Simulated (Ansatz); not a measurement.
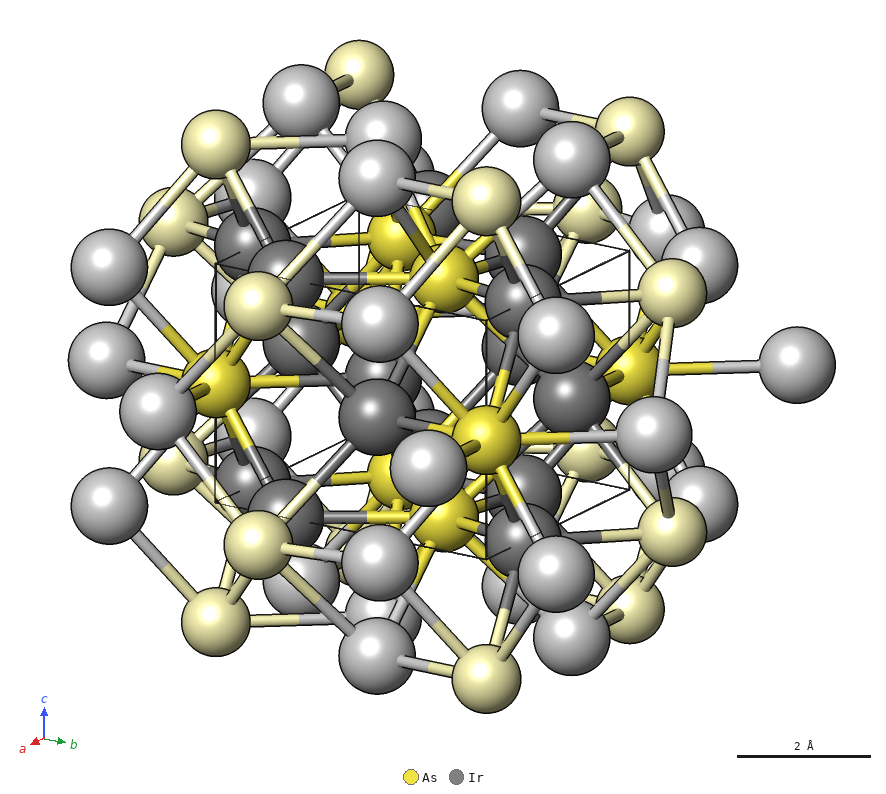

Figure: ball-and-stick view slightly off an axis. Thin lines show the simulation cell, with boundary atoms drawn in all their periodic places. Atoms of adjacent cells appear where they bond to atoms in the box, in fainter colours.

```yaml
crystal:
  lattice:
    - [3.17026, 5.49104, 0.00000]
    - [-3.17026, 5.49104, 0.00000]
    - [0.00000, 0.00000, 3.65995]
  atoms:
    - { symbol: As, position: [0.33330, 0.33340, 0.00000] }
    - { symbol: As, position: [0.66670, 0.66660, 0.00000] }
    - { symbol: Ir, position: [0.25750, 0.74250, 0.00000] }
    - { symbol: Ir, position: [0.74250, 0.00000, 0.00000] }
    - { symbol: Ir, position: [0.00000, 0.25750, 0.00000] }
    - { symbol: Ir, position: [0.59570, 0.40430, 0.50000] }
    - { symbol: Ir, position: [0.40430, 0.00000, 0.50000] }
    - { symbol: Ir, position: [0.00000, 0.59570, 0.50000] }
    - { symbol: As, position: [0.00000, 0.00000, 0.50000] }
```

The numbers come from DFT, PAW plane waves, PBE (Ansatz 0.2.0), using a plane-wave cutoff of 420 eV, k-point mesh 6×6×9, Fermi-Dirac smearing of 0.1 eV, no spin polarisation. The pressure of the cell is 20 GPa.

List the Bader charges.

As +0.34 to +0.38 e; Ir -0.26 to -0.10 e.

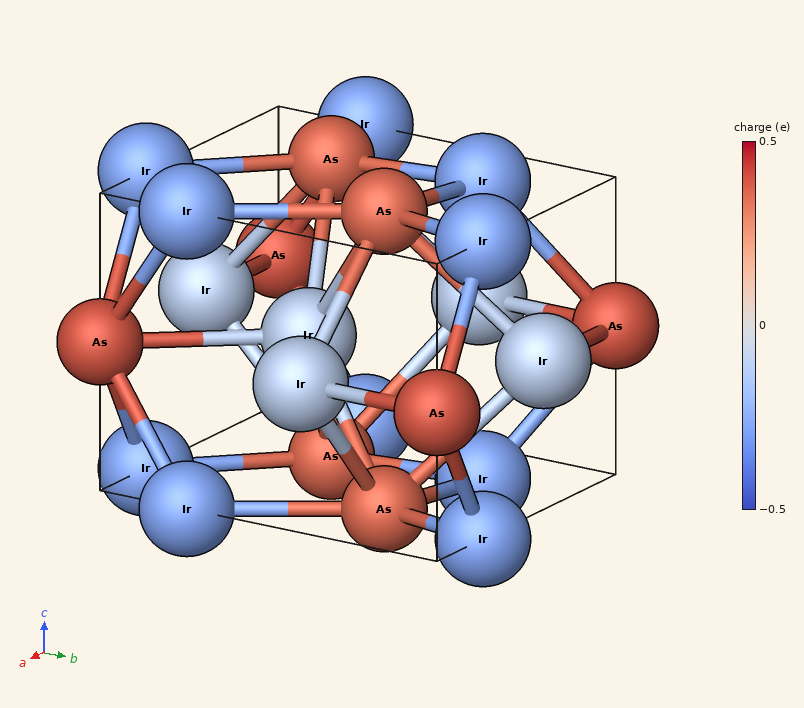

The atoms coloured by those charges.

The model is a generated cell, made by putting these elements into a known structure type (the compound may or may not exist in this form); its atoms and cell weren't optimised. A calculation with Ansatz used it as input.

At this level of theory the cell isn't at rest (compressed, at 20 GPa and forces up to 0.9 eV/Å), so its distances can differ from those at equilibrium, the more so the softer the solid.
